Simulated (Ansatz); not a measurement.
## Electronic structure of C2H8AlNO in real space

The calculation's input:

```
crystal:
  periodic: [false, false, false]
  atoms:
    - { symbol: "N", position_ang: [-0.8625, 2.1347, 1.0843] }
    - { symbol: C, position_ang: [-1.1127, 0.9562, 0.3006] }
    - { symbol: Al, position_ang: [0.5691, -0.0613, 0.1649] }
    - { symbol: C, position_ang: [0.7354, -1.7718, -0.8407] }
    - { symbol: O, position_ang: [1.5665, -1.6962, -1.92] }
    - { symbol: H, position_ang: [-0.66981, 2.95664, 0.34894] }
    - { symbol: H, position_ang: [0.00328, 2.05616, 1.62681] }
    - { symbol: H, position_ang: [-1.8479, 0.3396, 0.7708] }
    - { symbol: H, position_ang: [-1.426, 1.233, -0.6882] }
    - { symbol: H, position_ang: [1.9218, 0.4946, 0.9116] }
    - { symbol: H, position_ang: [0.9306, -2.616, -0.1344] }
    - { symbol: H, position_ang: [-0.3342, -1.9723, -1.2227] }
    - { symbol: H, position_ang: [2.424, -1.7306, -1.5238] }
basis:
  gaussian: { orbitals: def2-mTZVP }
hamiltonian:
  xc: pbe
relax:
  f_tol: 0.015
  max_steps: 40
output:
  orbitals: {}
```

Command:

```sh
ansatz run input.yaml --threads 2 --pin off --max-ram 3072MiB --backend cpu --events-out ev --progress --plain --runs-dir out
```

The fields are those of the relaxed geometry.

Method: RKS PBE/def2-mTZVP in Ansatz.

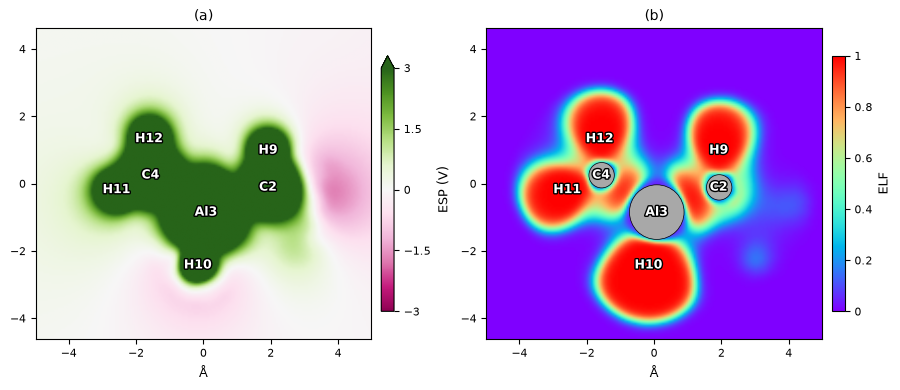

Figure 1. (a) electrostatic potential; (b) ELF on the plane of atoms C2, Al3 and C4. Grey discs cover the atomic cores in the ELF map.

**What do the fields say about this system?**

The section cuts through C, Al and H sites.
C–Al (1.97 Å): the ELF peaks at about 0.90 in the valence shell of C, 0.7 Å from its nucleus, and is about 0.75 at the midpoint.
C–H (1.10 Å): the ELF climbs to about 1 towards the hydrogen, as it does in any bond to H; a covalent bond by its length.
Outside the dense part of the molecule the potential is most negative (−1.7 V) near N1, which lies off the plane.

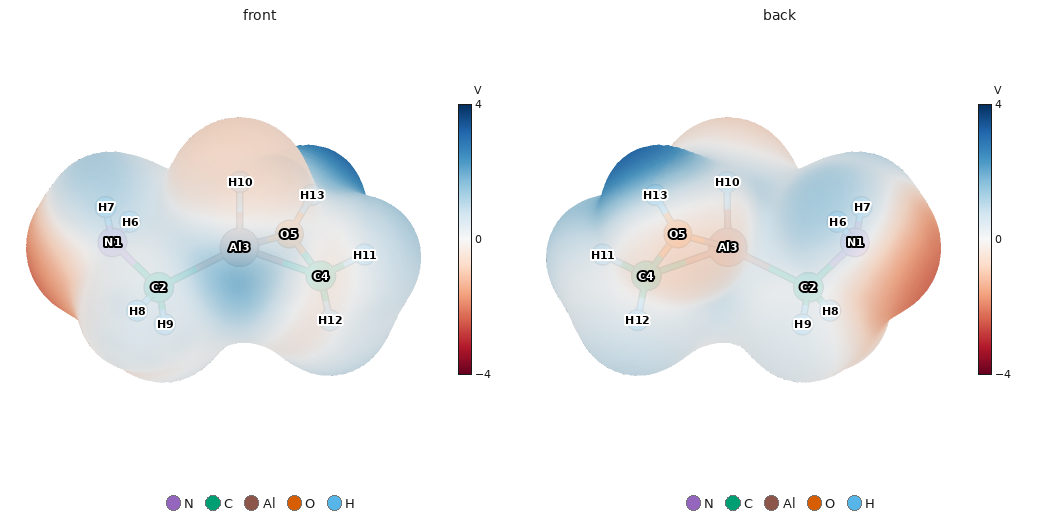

Figure 2. The electrostatic potential painted on the density surface at 0.002 e/bohr³, seen from the front and from behind; the colour scale runs from red (negative) to blue (positive).

**Describe the electrostatic potential map.**

The most negative region (about −2.1 V) lies over N1, the most positive (about +3.0 V) over H13. N1 is the likeliest acceptor of a hydrogen bond.

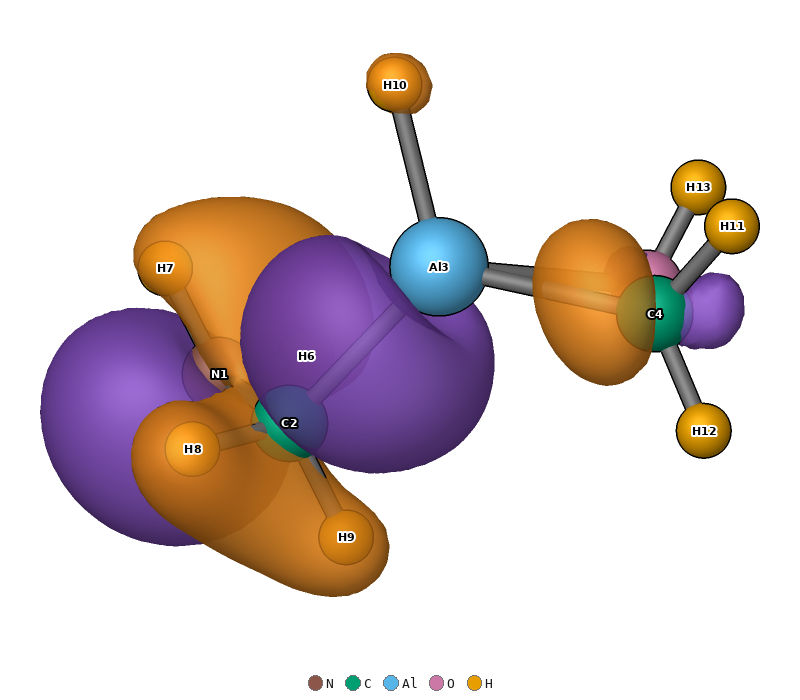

Figure 3. One frontier orbital at ±0.1 Å⁻³ᐟ² (orange and purple are the two phases), seen at a tilt.

**Which orbital is it: HOMO or LUMO?**

The HOMO, at −4.49 eV. It lies mainly on N1 (about 50 %), C2 (about 20 %) and Al3 (about 10 %).

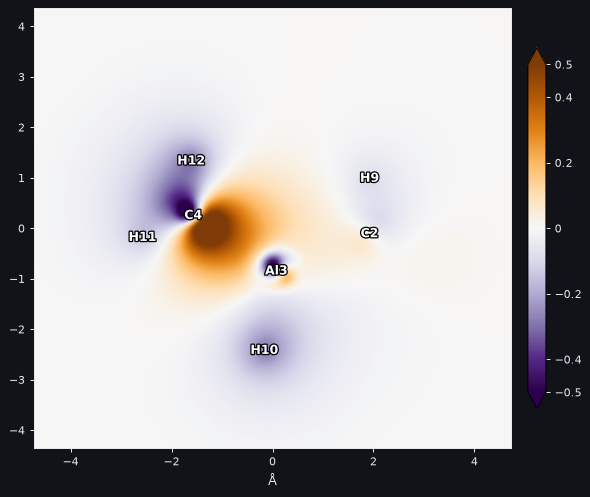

Figure 4. The HOMO−1 on the plane of atoms C2, Al3 and C4 (values in Å⁻³ᐟ²; the overall sign is arbitrary).

**What is the character of this orbital?**

Its weight (Hirshfeld) is mainly on C4 (about 40 %), Al3 (about 20 %), O5 (about 20 %) and H10 (about 5 %). Its energy is −6.12 eV.
